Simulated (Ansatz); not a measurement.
## What a change does: single-point calculation on CH$_{6}$AlNO

System: CH$_{6}$AlNO, SMILES C[NH][AlH][OH].
Method of run A: RKS PBE-D4/def2-TZVPP (Ansatz 0.2.0).

The geometry comes from this level: PBE0-D4/def2-TZVP. Text and figures count atoms from 1; the logs count them from 0 in places.

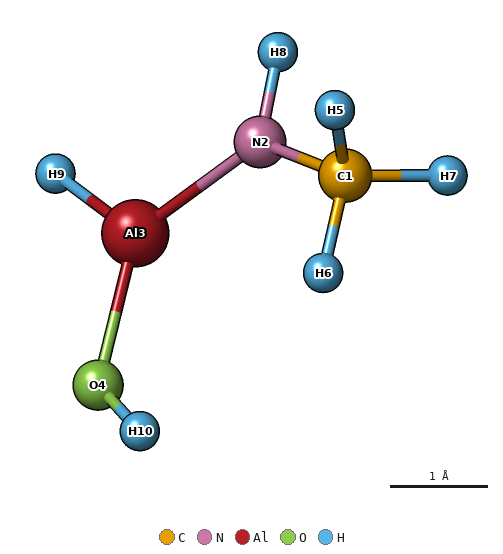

Fig. 1: The input geometry (ball-and-stick view, seen at a tilt; atoms are numbered from 1 in the order of the input). Sticks mark near contacts. Bond lengths as drawn: Al–H 1.57 Å, Al–N 1.77 Å, Al–O 1.70 Å, C–H 1.09 to 1.10 Å, C–N 1.45 Å, H–N 1.01 Å and H–O 0.95 Å.

## Input, run A
```yaml
crystal:
  periodic: [false, false, false]
  atoms:
    - {symbol: C, position_ang: [-1.069544, 0.306429, -0.876636]}
    - {symbol: N, position_ang: [-0.485336, -0.655460, 0.031040]}
    - {symbol: Al, position_ang: [1.013013, -0.565073, 0.965424]}
    - {symbol: O, position_ang: [2.031376, 0.789202, 0.894588]}
    - {symbol: H, position_ang: [-2.061381, 0.642721, -0.551020]}
    - {symbol: H, position_ang: [-0.437649, 1.196253, -0.938616]}
    - {symbol: H, position_ang: [-1.169716, -0.084539, -1.896480]}
    - {symbol: H, position_ang: [-1.050646, -1.487780, 0.112381]}
    - {symbol: H, position_ang: [1.428987, -1.763858, 1.895021]}
    - {symbol: H, position_ang: [1.883995, 1.570905, 0.367397]}
basis:
  gaussian: {orbitals: def2-TZVPP}
hamiltonian: {xc: pbe, dispersion: d4}
output: {forces: true, orbitals: {seedname: orbitals}}
```

Command:
```bash
ansatz run in.yaml --threads 2 --pin off --events-out ev --progress --plain --max-ram 4352MiB
```

Hardware: 2 threads of Arm Neoverse V2, 23 GiB of memory available, shared host.

## Output (run A)
```
Functional definition: PBE
  parameter kappa = 0.804
  parameter beta = 0.06672455060314922
  exchange = pbe_x(kappa = kappa, mu = beta*pi^2/3)
  correlation = pbe_c(beta = beta)
1109 factors; their error is unknown
mean field evaluation 1: about -11244.6348 eV, gradient 1.0e2 eV
mean field evaluation 2: about -11165.9236 eV, gradient 2.0e2 eV
mean field evaluation 4: about -11263.2987 eV, gradient 1.6e1 eV
mean field evaluation 8: about -11263.8129 eV, gradient 4.5e-2 eV
mean field evaluation 16: about -11263.7961 eV, gradient 4.6e-5 eV
mean field -11263.79613163 eV, -413.9368729623 hartree, gradient 4.7e-5 eV, S^2 0.000000; 0 other end points of the search recorded, 0 dependent functions left out
the calculation of the forces begins
reference -11263.79617847 eV, -413.9368746836 hartree; 20, 20 occupied and 199, 199 virtual orbitals, 1109 factors
Total energy: -11263.95399541 eV, -413.9426743490 hartree
Atom 0 at    -1.069544     0.306429    -0.876636 Å, force    -0.042596     0.055781    -0.058596 eV/Å
Atom 1 at    -0.485336    -0.655460     0.031040 Å, force     0.071043     0.023641     0.033808 eV/Å
Atom 2 at     1.013013    -0.565073     0.965424 Å, force    -0.010265    -0.230951     0.121439 eV/Å
Atom 3 at     2.031376     0.789202     0.894588 Å, force     0.324985    -0.054664     0.244299 eV/Å
Atom 4 at    -2.061381     0.642721    -0.551020 Å, force    -0.212967     0.081727     0.051973 eV/Å
Atom 5 at    -0.437649     1.196253    -0.938616 Å, force     0.125109     0.183458    -0.016952 eV/Å
Atom 6 at    -1.169716    -0.084539    -1.896480 Å, force    -0.031798    -0.066681    -0.221892 eV/Å
Atom 7 at    -1.050646    -1.487780     0.112381 Å, force    -0.195550    -0.303576     0.036416 eV/Å
Atom 8 at     1.428987    -1.763858     1.895021 Å, force     0.033297    -0.078299     0.063780 eV/Å
Atom 9 at     1.883995     1.570905     0.367397 Å, force    -0.061258     0.389566    -0.254275 eV/Å
Dipole moment:    -0.345585     0.108586    -0.287826 e Å
```

For run B the input was changed thus:
```diff
-hamiltonian: {xc: pbe, dispersion: d4}
+hamiltonian: {xc: r2scan, dispersion: d4}
```

Predict how the results change.

The total energies belong to different models, so their difference says nothing on which is more stable or more accurate. The largest force goes from 0.469 to 0.231 eV/Å. The HOMO goes from −5.47 to −5.73 eV. The LUMO goes from −0.63 to −0.18 eV. On the same kind of shared host run B took about 1.9 times as long.

## Output (run B)
```
Functional definition: r2SCAN
  parameter k0 = 0.174
  parameter k1 = 0.065
  parameter a1 = 4.9479
  exchange = r2scan_x(k0 = k0, k1 = k1, a1 = a1)
  correlation = r2scan_c
1109 factors; their error is unknown
mean field evaluation 1: about -11254.0174 eV, gradient 9.2e1 eV
mean field evaluation 2: about -11208.1279 eV, gradient 1.6e2 eV
mean field evaluation 4: about -11269.7149 eV, gradient 1.1e1 eV
mean field evaluation 8: about -11269.9633 eV, gradient 3.9e-2 eV
mean field evaluation 16: about -11269.9483 eV, gradient 4.7e-5 eV
mean field -11269.94828022 eV, -414.1629602528 hartree, gradient 4.8e-5 eV, S^2 0.000000; 0 other end points of the search recorded, 0 dependent functions left out
the calculation of the forces begins
reference -11269.94829396 eV, -414.1629607575 hartree; 20, 20 occupied and 199, 199 virtual orbitals, 1109 factors
Total energy: -11269.98747374 eV, -414.1644005880 hartree
Atom 0 at    -1.069544     0.306429    -0.876636 Å, force    -0.103330     0.145204    -0.146897 eV/Å
Atom 1 at    -0.485336    -0.655460     0.031040 Å, force     0.108868    -0.116236     0.134482 eV/Å
Atom 2 at     1.013013    -0.565073     0.965424 Å, force     0.025730    -0.050755     0.047204 eV/Å
Atom 3 at     2.031376     0.789202     0.894588 Å, force     0.006983     0.005264     0.000970 eV/Å
Atom 4 at    -2.061381     0.642721    -0.551020 Å, force     0.003442     0.000033    -0.007877 eV/Å
Atom 5 at    -0.437649     1.196253    -0.938616 Å, force     0.001012    -0.013632     0.007222 eV/Å
Atom 6 at    -1.169716    -0.084539    -1.896480 Å, force    -0.004851     0.005995     0.004082 eV/Å
Atom 7 at    -1.050646    -1.487780     0.112381 Å, force    -0.040794    -0.030543    -0.010525 eV/Å
Atom 8 at     1.428987    -1.763858     1.895021 Å, force    -0.007990     0.023356    -0.019118 eV/Å
Atom 9 at     1.883995     1.570905     0.367397 Å, force     0.010929     0.031314    -0.009543 eV/Å
Dipole moment:    -0.348310     0.112431    -0.291795 e Å
```

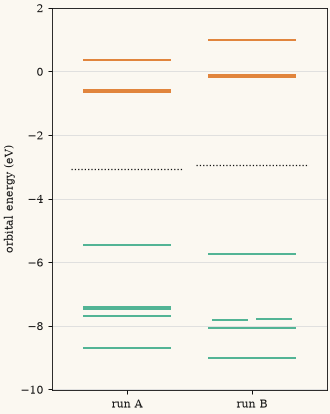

Fig. 2: The five highest filled and three lowest empty orbital energies of the two runs; the dotted lines part filled from empty levels. The HOMO–LUMO gap is 4.84 eV in run A and 5.55 eV in run B.

## The two runs side by side

| quantity | run A | run B |
| --- | --- | --- |
| outcome | converged | converged |
| total energy (hartree) | −413.942674 | −414.164401 |
| HOMO (eV) | −5.47 | −5.73 |
| LUMO (eV) | −0.63 | −0.18 |
| dipole moment (D) | 2.22 | 2.25 |
| largest force (eV/Å) | 0.469 | 0.231 |
| basis functions | 219 | 219 |
| wall time (shared host) | 2.6 s | 5 s |
